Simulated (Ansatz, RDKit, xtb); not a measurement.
# GeSi2H4F: a search for the lowest isomer

Only the formula GeSi2H4F is given (odd number of electrons). Aim: find the structure of lowest free energy at 298.15 K, then its properties.

The funnel: GFN2-xTB relaxations, single points with a density functional, relaxations at BLYP-D3(BJ)/def2-SVP, harmonic vibrations, and a last energy at a higher level. All values are calculated.

5 further runs of the same task are left out: 5 set aside as unsound or not needed.

**1. Drawing up candidates**

All bonding patterns within simple valence rules are listed by program: one Lewis structure each, at most two rings and one unusual centre or charged pair. O–O, O–halogen and N–halogen bonds and N–N–N chains are not drawn. That gives 42 candidates.

c028 F/[Si]=[GeH]\[SiH3]; c048 F[Si@H]([SiH2])[GeH]; c049 F[SiH][SiH2][GeH]; c076 F/[Si]=[SiH]\[GeH3]; c097 [F][GeH2][SiH]=[SiH]; c099 F[Si@H]([SiH])[GeH2]; c125 F/[Si]=[GeH]/[SiH3]; c168 F[SiH][GeH2][SiH]; c177 F/[SiH]=[GeH]/[SiH2]; c182 [F]/[GeH]=[Si]/[SiH3]; c183 [F][GeH][SiH2][SiH]; c193 F[Si@@H]1[SiH][GeH2]1; c251 [F][GeH]([SiH])[SiH2]; c281 F[SiH][SiH]=[GeH2]; c290 [F][Ge]([SiH2])=[SiH2]; c311 [F][Ge@@H]1[SiH][SiH2]1; c319 [F]/[GeH]=[Si]\[SiH3]; c367 F/[Si]=[SiH]/[GeH3]; c372 F[SiH2][Ge]=[SiH2]; c389 F[Si][SiH2][GeH2]; c403 [F]/[GeH]=[SiH]\[SiH2]; c440 [F]/[Ge]=[SiH]\[SiH3]; c445 F[SiH2][GeH]=[SiH]; c483 F/[SiH]=[Ge]\[SiH3]; c572 F[Si](=[SiH])[GeH3]; c613 [F][Ge][SiH2][SiH2]; c623 [F][GeH2][Si]=[SiH2]; c643 F/[SiH]=[Ge]/[SiH3]; c676 [F]/[Ge]=[SiH]/[SiH3]; c699 F[SiH2][Si]=[GeH2]; c701 F[Si][GeH2][SiH2]; c724 F/[SiH]=[GeH]\[SiH2]; c736 F[SiH2][SiH]=[GeH]; c791 F[Si]([SiH3])=[GeH]; c814 F/[SiH]=[Si]\[GeH3]; c838 F[Si]1[SiH2][GeH2]1; c867 [F][Ge](=[SiH])[SiH3]; c897 F[Si]([SiH2])=[GeH2]; c915 F[Si@@H]1[SiH2][GeH]1; c920 F/[SiH]=[Si]/[GeH3]; and 2 more.

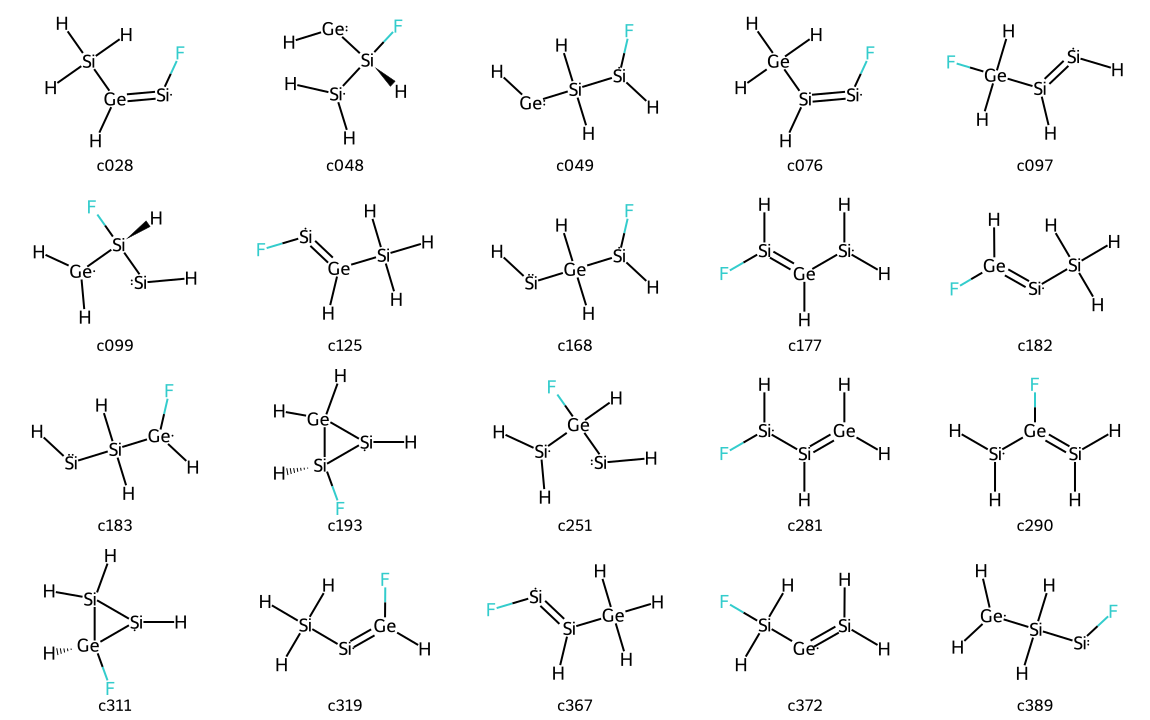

Structural formulas of the candidates (the first 20).

Candidates are built by distance geometry, with a force field where one applies, in up to four conformers (letters a to d). 6 starts with atoms placed at random are added, to find patterns that the rules miss.

**2. Search with GFN2-xTB**

All 115 starts are relaxed the same way. One of them, c183b (enumerated, embedded by distance geometry and UFF), in full:

The input, start.xyz:

```xyz
8
c183b
F     -1.445004     0.387213     1.896035
Ge     0.221540     0.851575     1.938353
Si     1.273014     0.301050    -0.026954
Si     1.097361    -1.906728    -0.358449
H      0.338346     2.384965     2.213851
H      0.666048     1.053689    -1.124936
H      2.707418     0.641375     0.042954
H      1.670866    -2.629148     0.722414
```

Launch:

```console
$ xtb start.xyz --gfn 2 --opt --uhf 1
```

Standard output (excerpt; [...] marks lines left out):

```text
* xtb version 6.7.1
[...]
          :  # basis functions                  38          :
[...]
          :  # electrons                        23          :
[...]
          :  Hamiltonian                  GFN2-xTB          :
[...]
          :  net charge                          0          :
          :  unpaired electrons                  1          :
[...]
   *** convergence criteria satisfied after 18 iterations ***
[...]
   *** GEOMETRY OPTIMIZATION CONVERGED AFTER 28 ITERATIONS ***
[...]
   *** convergence criteria satisfied after 3 iterations ***
[...]
         ::                     SUMMARY                     ::
         :::::::::::::::::::::::::::::::::::::::::::::::::::::
         :: total energy             -12.156806431885 Eh    ::
         :: gradient norm              0.000611431319 Eh/a0 ::
         :: HOMO-LUMO gap              1.582299154804 eV    ::
         ::.................................................::
         :: SCC energy               -12.191133512214 Eh    ::
         :: -> isotropic ES            0.016509639422 Eh    ::
         :: -> anisotropic ES         -0.013031958688 Eh    ::
         :: -> anisotropic XC         -0.007491999254 Eh    ::
         :: -> dispersion             -0.010324155495 Eh    ::
         :: repulsion energy           0.034327080329 Eh    ::
         :: add. restraining           0.000000000000 Eh    ::
         :: total charge               0.000000000000 e     ::
         :::::::::::::::::::::::::::::::::::::::::::::::::::::
[...]
        12        1.0000           -0.2955608              -8.0426 (HOMO)
        13                         -0.2374124              -6.4603 (LUMO)
[...]
          | TOTAL ENERGY              -12.156806431885 Eh   |
          | GRADIENT NORM               0.000611431319 Eh/α |
          | HOMO-LUMO GAP               1.582299154804 eV   |
           -------------------------------------------------
[...]
```

Wall time 0.24 s (2 threads of Intel Xeon Platinum 8259CL at 2.50GHz (Skylake/Cascade Lake), shared host).

**3. Distinct minima at GFN2-xTB**

115 of the 115 relaxations converged; 46 ended on a minimum already found. 69 distinct structures remain, the lowest 22 here:

| label | start | SMILES after | spin | energy (kcal/mol) | note |
| --- | --- | --- | --- | --- | --- |
| c643b | drawn | F/[SiH]=[Ge]/[SiH3] | doublet | 0.0 |  |
| c372a | drawn | F[SiH2][Ge]=[SiH2] | doublet | 0.4 |  |
| c483a | drawn | F/[SiH]=[Ge]\[SiH3] | doublet | 3.1 |  |
| c440a | drawn | [F][Ge][SiH][SiH3] ‡ | doublet | 3.5 |  |
| c676a | drawn | [F][Ge][SiH][SiH3] ‡ | doublet | 4.8 |  |
| c676b | drawn | [F][Ge][SiH][SiH3] ‡ | doublet | 4.9 |  |
| c736c | drawn | [F][SiH2][SiH][GeH] ‡ | doublet | 7.1 |  |
| c736b | drawn | [F][SiH2][SiH][GeH] ‡ | doublet | 8.4 |  |
| c791a | drawn | [F][Si]([SiH3])[GeH] ‡ | doublet | 9.6 |  |
| c613b | drawn | [F][Ge]1[SiH2][SiH2]1 | doublet | 10.1 | bonds changed |
| c290b | drawn | [F][Ge]1[SiH2][SiH2]1 | doublet | 10.3 | bonds changed |
| c915b | drawn | F[Si@@H]1[SiH2][GeH]1 | doublet | 10.4 |  |
| c125a | drawn | [F][Si][GeH][SiH3] ‡ | doublet | 11.5 |  |
| c125b | drawn | [F][Si][GeH][SiH3] ‡ | doublet | 11.5 |  |
| c028a | drawn | [F][Si][GeH][SiH3] ‡ | doublet | 11.9 |  |
| c445a | drawn | [F][SiH2][GeH][SiH] ‡ | doublet | 13.3 |  |
| c445b | drawn | [F][SiH2][GeH][SiH] ‡ | doublet | 13.5 |  |
| c445d | drawn | [F][SiH2][GeH][SiH] ‡ | doublet | 14.2 |  |
| c724b | drawn | [F][SiH][GeH][SiH2] ‡ | doublet | 14.3 |  |
| c445c | drawn | [F][SiH2][GeH][SiH] ‡ | doublet | 14.3 |  |
| c182b | drawn | [F][Ge][Si][SiH3].[H] | doublet | 14.3 | loosely bound |
| c724a | drawn | [F][SiH][GeH][SiH2] ‡ | doublet | 14.6 |  |

‡ marks the bonded skeleton alone, with all bonds drawn single: no Lewis structure was assigned that passes a check against the bond lengths.

GFN2-xTB has no spin polarisation, so it can't rank spin states and is rough for open shells.

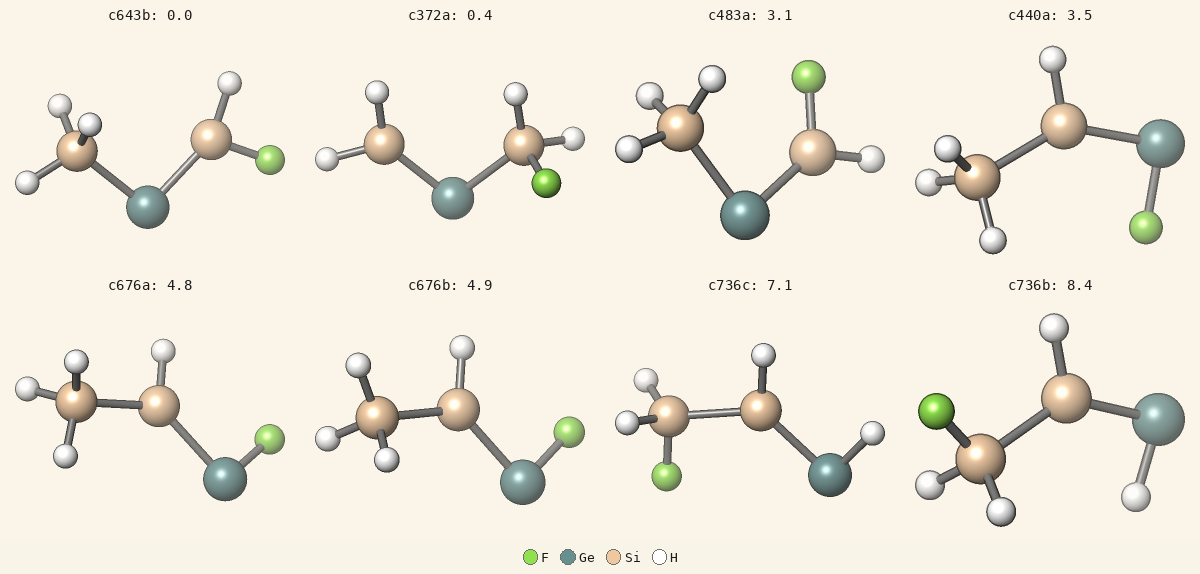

The 8 lowest minima that did not fall apart, with their GFN2-xTB energies in kcal/mol.

**4. Screening with a density functional**

A choice of the minima (the low ones first, few conformers of a pattern, up to a cap) and the lowest that fell apart get a single point at r2SCAN-D4/def2-SVP on the tight-binding geometry, and one at HF/STO-3G for comparison. Within 25 kcal/mol but not screened, among others: c445b, c445d, c724b, c445c, c182b, c724a, c867d, c867a, c319a, c177b and 20 more. The first, c643b:

The input, input.yaml:

```yaml
crystal:
  periodic: [false, false, false]
  atoms:
    - {symbol: F, position_ang: [-0.159890, -2.290176, 2.461441]}
    - {symbol: Ge, position_ang: [-1.807096, -0.133624, 0.631974]}
    - {symbol: Si, position_ang: [0.114157, -1.133655, 1.341881]}
    - {symbol: Si, position_ang: [-0.704601, 1.338912, -0.898454]}
    - {symbol: H, position_ang: [1.574603, -1.312119, 1.343895]}
    - {symbol: H, position_ang: [0.326705, 2.207685, -0.301116]}
    - {symbol: H, position_ang: [-0.016809, 0.663794, -2.014765]}
    - {symbol: H, position_ang: [-1.658743, 2.258264, -1.537133]}
basis:
  gaussian:
    orbitals: def2-SVP
magnetization:
  spin_polarized: true
  initial_magnetization: 1
hamiltonian:
  xc: {name: r2SCAN}
  dispersion: d4
scf:
  lower_state_search: "off"
output: {orbitals: {seedname: orbitals}}
```

Launch:

```console
$ ansatz run input.yaml --threads 2 --pin off --max-ram 4350MiB --events-out events.jsonl --progress --plain --runs-dir runs
```

Standard output (excerpt; [...] marks lines left out):

```text
Warning: RAYON_NUM_THREADS=2 ignored (pool sized by the plan → 2); use --threads N
Functional definition: r2SCAN
  name "r2SCAN"
[...]
1123 factors; their error is unknown
[...]
mean field -75038.13519195 eV, -2757.6006056292 hartree, gradient 1.3e-6 eV, S^2 0.756742; 0 other end points of the search recorded, 0 dependent functions left out
reference -75038.13520377 eV, -2757.6006060638 hartree; 37, 36 occupied and 65, 66 virtual orbitals, 1123 factors
Total energy: -75038.18440457 eV, -2757.6024141599 hartree
Checks for a lower state left out: stability, starts, cluster_reference, orbital_swaps, neighbouring_geometries, increment
```

Run time: 3.6 s. Hardware: 2 threads of Intel Xeon Platinum 8259CL at 2.50GHz (Skylake/Cascade Lake), shared host.

Relative energies in kcal/mol, each column from its lowest structure that stays in one piece:

| label | SMILES | spin | GFN2-xTB | HF/STO-3G | r2SCAN-D4/def2-SVP |
| --- | --- | --- | --- | --- | --- |
| c483a | F/[SiH]=[Ge]\[SiH3] | doublet | 3.1 | 20.3 | 0.0 |
| c643b | F/[SiH]=[Ge]/[SiH3] | doublet | 0.0 | 21.6 | 1.8 |
| c915b | F[Si@@H]1[SiH2][GeH]1 | doublet | 10.4 | 33.0 | 4.8 |
| c791a | [F][Si]([SiH3])[GeH] ‡ | doublet | 9.6 | 23.1 | 5.6 |
| c372a | F[SiH2][Ge]=[SiH2] | doublet | 0.4 | 25.4 | 5.9 |
| c736b | [F][SiH2][SiH][GeH] ‡ | doublet | 8.4 | 23.6 | 6.8 |
| c125a | [F][Si][GeH][SiH3] ‡ | doublet | 11.5 | 0.1 | 8.8 |
| c125b | [F][Si][GeH][SiH3] ‡ | doublet | 11.5 | 0.0 | 9.0 |
| c028a | [F][Si][GeH][SiH3] ‡ | doublet | 11.9 | 0.3 | 9.1 |
| c736c | [F][SiH2][SiH][GeH] ‡ | doublet | 7.1 | 28.3 | 9.3 |
| c440a | [F][Ge][SiH][SiH3] ‡ | doublet | 3.5 | 20.8 | 10.8 |
| c676a | [F][Ge][SiH][SiH3] ‡ | doublet | 4.8 | 20.6 | 10.9 |
| c676b | [F][Ge][SiH][SiH3] ‡ | doublet | 4.9 | 20.6 | 11.4 |
| c613b | [F][Ge]1[SiH2][SiH2]1 | doublet | 10.1 | 36.6 | 15.0 |
| c290b | [F][Ge]1[SiH2][SiH2]1 | doublet | 10.3 | 37.1 | 15.4 |
| c445a | [F][SiH2][GeH][SiH] ‡ | doublet | 13.3 | 25.5 | 19.8 |
| c875 | F[SiH2].[SiH][GeH] | doublet | 52.6 | 104.3 | 69.1 |

‡ marks the bonded skeleton alone, with all bonds drawn single: no Lewis structure was assigned that passes a check against the bond lengths.

**5. A second chance for lost patterns**

Some ordinary bonding patterns rearranged or fell apart under GFN2-xTB. Their starts are relaxed at r2SCAN-D4/def2-SVP instead (label ending in r). The first, c193ar:

The input, input.yaml:

```yaml
crystal:
  periodic: [false, false, false]
  atoms:
    - {symbol: F, position_ang: [0.406305, 1.465960, -1.730789]}
    - {symbol: Ge, position_ang: [-1.350858, -0.222197, 0.558852]}
    - {symbol: Si, position_ang: [0.297233, 1.268742, -0.054897]}
    - {symbol: Si, position_ang: [0.870134, -0.758227, 0.599851]}
    - {symbol: H, position_ang: [0.523075, 2.454264, 0.861979]}
    - {symbol: H, position_ang: [1.206843, -1.591205, -0.568477]}
    - {symbol: H, position_ang: [-2.017882, 0.054032, 1.932724]}
    - {symbol: H, position_ang: [-2.154382, -0.814451, -0.683939]}
basis:
  gaussian:
    orbitals: def2-SVP
magnetization:
  spin_polarized: true
  initial_magnetization: 1
output: {orbitals: {seedname: orbitals}}
relax:
  f_tol: 0.01
hamiltonian:
  xc: {name: r2SCAN}
  dispersion: d4
```

Launch:

```console
$ ansatz run input.yaml --threads 2 --pin off --max-ram 4350MiB --events-out events.jsonl --progress --plain --runs-dir runs
```

Standard output (excerpt; [...] marks lines left out):

```text
Warning: RAYON_NUM_THREADS=2 ignored (pool sized by the plan → 2); use --threads N
[...]
Functional definition: r2SCAN
  name "r2SCAN"
[...]
1123 factors; their error is unknown
[...]
mean field -75037.63898270 eV, -2757.5823702757 hartree, gradient 4.2e-5 eV, S^2 0.758240; 0 other end points of the search recorded, 0 dependent functions left out
[...]
reference -75037.63899432 eV, -2757.5823707026 hartree; 37, 36 occupied and 65, 66 virtual orbitals, 1123 factors
[...]
Atom 3 at     1.002481    -0.859138     0.654260 Å, force     0.000005     0.003829    -0.001048 eV/Å
Atom 4 at     0.388546     2.439969     0.774964 Å, force     0.000494    -0.001696     0.000751 eV/Å
Atom 5 at     1.029582    -1.525585    -0.707896 Å, force    -0.000677    -0.001030     0.000695 eV/Å
Atom 6 at    -2.119527     0.229101     1.760717 Å, force    -0.001450     0.000669     0.000322 eV/Å
Atom 7 at    -2.255957    -1.087828    -0.399799 Å, force     0.000336    -0.000841    -0.000184 eV/Å
Dipole moment:    -0.137393    -0.013041     0.172664 e Å
```

Wall time 75 s (2 threads of Intel Xeon Platinum 8259CL at 2.50GHz (Skylake/Cascade Lake), shared host).

Energies at r2SCAN-D4/def2-SVP after that relaxation, from the lowest structure of the screen (which was not relaxed at this level):

| label | SMILES | spin | energy (kcal/mol) |
| --- | --- | --- | --- |
| c193ar | F[Si@@H]1[SiH][GeH2]1 | doublet | 1.4 |
| c311ar | [F][Ge@@H]1[SiH][SiH2]1 | doublet | 15.1 |
| c838ar | F[Si]1[SiH2][GeH2]1 | doublet | 3.2 |

**6. Relaxing the best candidates**

6 candidates are relaxed at BLYP-D3(BJ)/def2-SVP (chosen among the lowest in one piece). The first, c483a:

The input, input.yaml:

```yaml
basis:
  gaussian: {orbitals: def2-SVP}
crystal:
  periodic: [false, false, false]
  atoms:
    - {symbol: F, position_ang: [-2.279635, -1.265993, 3.390314]}
    - {symbol: Ge, position_ang: [-0.987794, 1.455113, 1.535738]}
    - {symbol: Si, position_ang: [-2.092723, 0.346540, 3.205684]}
    - {symbol: Si, position_ang: [-0.327251, -0.606473, 0.481202]}
    - {symbol: H, position_ang: [-2.851084, 0.682656, 4.416329]}
    - {symbol: H, position_ang: [-1.438098, -1.420752, -0.042119]}
    - {symbol: H, position_ang: [0.467190, -1.515586, 1.321987]}
    - {symbol: H, position_ang: [0.525738, -0.328150, -0.688415]}
magnetization: {spin_polarized: true, initial_magnetization: 1}
relax: {f_tol: 0.003}
hamiltonian: {xc: {name: BLYP}, dispersion: d3bj}
```

Launch:

```console
$ ansatz run input.yaml --threads 2 --pin off --max-ram 4350MiB --events-out events.jsonl --progress --plain --runs-dir runs
```

Standard output (excerpt; [...] marks lines left out):

```text
Warning: RAYON_NUM_THREADS=2 ignored (pool sized by the plan → 2); use --threads N
[...]
Functional definition: BLYP
  name "BLYP"
[...]
1123 factors; their error is unknown
[...]
mean field -75041.89109393 eV, -2757.7386324813 hartree, gradient 3.1e-5 eV, S^2 0.752269; 1 other end points of the search recorded, 0 dependent functions left out
[...]
reference -75041.89143640 eV, -2757.7386450666 hartree; 37, 36 occupied and 65, 66 virtual orbitals, 1123 factors
[...]
Atom 3 at    -0.316757    -0.636894     0.477856 Å, force    -0.000368     0.001231     0.000552 eV/Å
Atom 4 at    -2.894495     0.766683     4.420193 Å, force     0.000992     0.000559    -0.001178 eV/Å
Atom 5 at    -1.509194    -1.430526     0.017195 Å, force    -0.000556    -0.000423    -0.000090 eV/Å
Atom 6 at     0.514178    -1.519895     1.368841 Å, force     0.000189    -0.000401     0.000727 eV/Å
Atom 7 at     0.509799    -0.316796    -0.738230 Å, force    -0.001200     0.000815     0.001776 eV/Å
Dipole moment:    -0.119006     0.205657     0.191252 e Å
```

Wall time 39 s (2 threads of Intel Xeon Platinum 8259CL at 2.50GHz (Skylake/Cascade Lake), shared host).

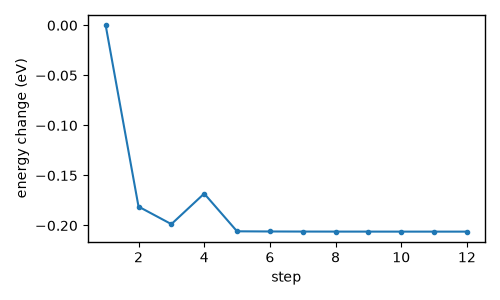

Energy along the run, all evaluated steps.

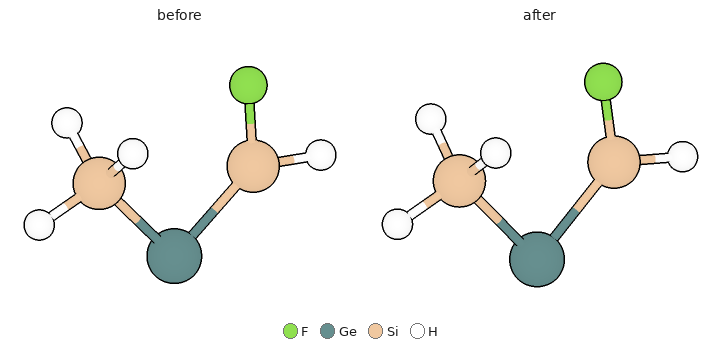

Before and after, at one scale.

After the run. Bond lengths: F1–Si3 1.651 Å, Ge2–Si3 2.371 Å, Ge2–Si4 2.508 Å, Si3–H5 1.513 Å, Si4–H6 1.505 Å, Si4–H7 1.505 Å, Si4–H8 1.505 Å. Angles: F1–Si3–Ge2 126.2°, Si3–Ge2–Si4 88.4°, F1–Si3–H5 103.4°, Ge2–Si3–H5 130.4°, Ge2–Si4–H6 113.0°, Ge2–Si4–H7 113.0°, Ge2–Si4–H8 107.6°, H6–Si4–H7 108.0°, H6–Si4–H8 107.5°, H7–Si4–H8 107.5°.

**7. Ranking at BLYP-D3(BJ)/def2-SVP**

| label | spin | r2SCAN-D4/def2-SVP (kcal/mol) | BLYP-D3(BJ)/def2-SVP, relaxed (kcal/mol) | time |
| --- | --- | --- | --- | --- |
| c643b | doublet | 1.8 | 0.0 | 97 s |
| c483a | doublet | 0.0 | 0.4 | 39 s |
| c791a | doublet | 5.6 | 5.0 | 38 s |
| c915b | doublet | 4.8 | 5.4 | 31 s |
| c193ar | doublet | 1.4 | 12.5 | 38 s |
| c838ar | doublet | 3.2 | 12.9 | 26 s |

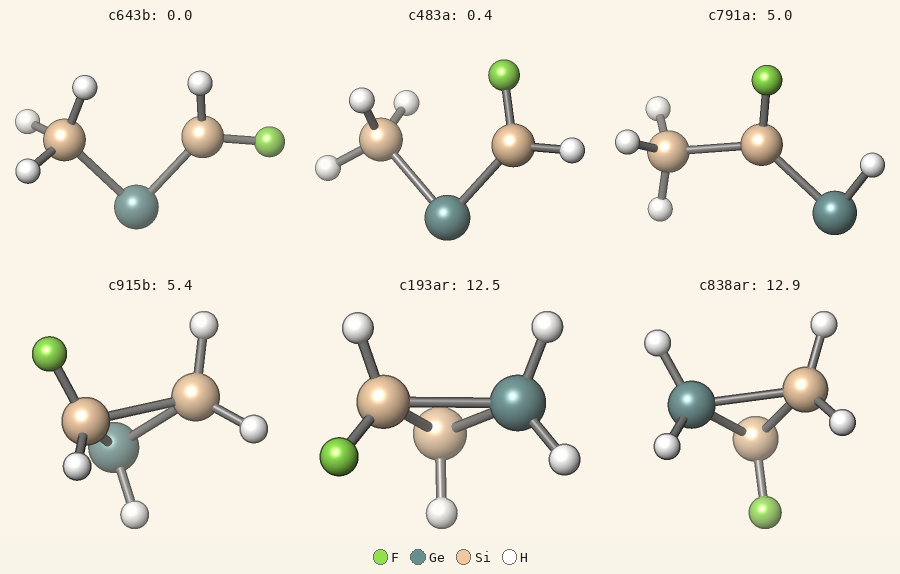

The relaxed structures, with energies at BLYP-D3(BJ)/def2-SVP in kcal/mol.

**8. Are they minima? Harmonic frequencies**

The lowest few in one piece go on as finalists (c193ar, c838ar drop out). Harmonic vibrations at BLYP-D3(BJ)/def2-SVP test each finalist and give the zero-point energy and the thermal terms. The first, c643b:

The input, input.yaml:

```yaml
crystal:
  periodic: [false, false, false]
  atoms:
    - {symbol: F, position_ang: [0.050888, -2.283723, 2.511448]}
    - {symbol: Ge, position_ang: [-2.014577, -0.525563, 0.244320]}
    - {symbol: Si, position_ang: [-0.037339, -1.024880, 1.452463]}
    - {symbol: Si, position_ang: [-0.608540, 1.162368, -0.962228]}
    - {symbol: H, position_ang: [1.316999, -0.363280, 1.579368]}
    - {symbol: H, position_ang: [0.792198, 1.409304, -0.461342]}
    - {symbol: H, position_ang: [-0.498879, 0.741998, -2.404686]}
    - {symbol: H, position_ang: [-1.332424, 2.482857, -0.931620]}
basis:
  gaussian: {orbitals: def2-SVP}
hamiltonian: {xc: {name: BLYP}, dispersion: d3bj}
phonons: {}
scf: {lower_state_search: off}
magnetization: {spin_polarized: true, initial_magnetization: 1}
```

Launch:

```console
$ ansatz run input.yaml --threads 2 --pin off --max-ram 4350MiB --events-out events.jsonl --progress --plain --runs-dir runs
```

Standard output (excerpt; [...] marks lines left out):

```text
Warning: RAYON_NUM_THREADS=2 ignored (pool sized by the plan → 2); use --threads N
Functional definition: BLYP
  name "BLYP"
[...]
1123 factors; their error is unknown
[...]
mean field -75042.11700445 eV, -2757.7469345397 hartree, gradient 4.3e-6 eV, S^2 0.752506; 0 other end points of the search recorded, 0 dependent functions left out
[...]
reference -75042.11735058 eV, -2757.7469472598 hartree; 37, 36 occupied and 65, 66 virtual orbitals, 1123 factors
[...]
Atom 6 at    -0.498879     0.741998    -2.404686 Å, force    -0.000140     0.000365     0.001177 eV/Å
Atom 7 at    -1.332424     2.482857    -0.931620 Å, force     0.000909    -0.001599     0.000023 eV/Å
Dipole moment:     0.064191     0.043064     0.015421 e Å
Vibrations: 24.64 94.01 104.52 181.50 248.90 286.48 344.53 401.14 482.12 807.83 842.72 859.39 914.79 920.66 2084.60 2114.22 2127.92 2131.50 cm⁻¹, zero-point energy 0.928112 eV
Checks for a lower state left out: stability, starts, cluster_reference, orbital_swaps, neighbouring_geometries, increment
```

Run time: 76 s. Hardware: 2 threads of Intel Xeon Platinum 8259CL at 2.50GHz (Skylake/Cascade Lake), shared host.

[end of part 1 of 2]
